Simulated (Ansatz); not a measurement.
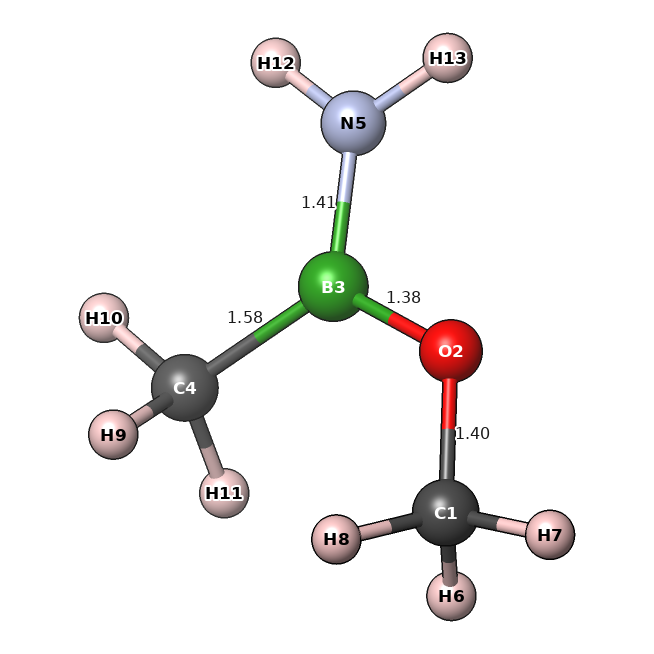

The numbers beside the sticks are distances in Å. Sticks don't show bond order. The computed structure is the end point of a PBE0-D4/def2-TZVP optimisation. No frequency run is at hand to confirm it as a minimum.

Question: Assign a bond order to each marked bond.

Answer: C1–O2 single; O2–B3 single; B3–C4 single; B3–N5 single.

Question: Write the SMILES.

Answer: COB(C)N
